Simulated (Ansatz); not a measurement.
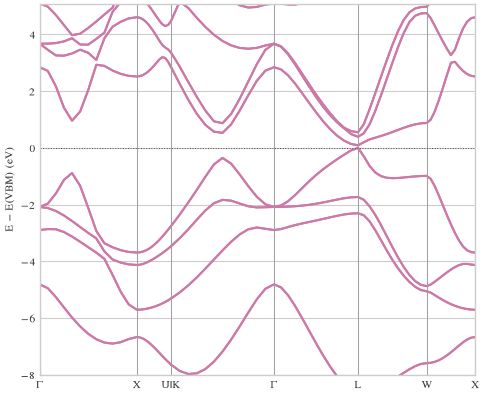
*Band structure from DFT-r²SCAN with spin–orbit coupling in the program Ansatz with PAW potentials*

**Question.** Read off the gap and where the band edges lie.

**Answer.** About 0.1 eV (0.09 eV by a search for the band edges); maximum at L, minimum at L.

The material is SnTe (rock salt, Fm-3m).

Symmetry was held in the r²SCAN relaxation. At this level the phase is dynamically unstable (imaginary phonons).

Potentials: the later of the program's two PAW sets.
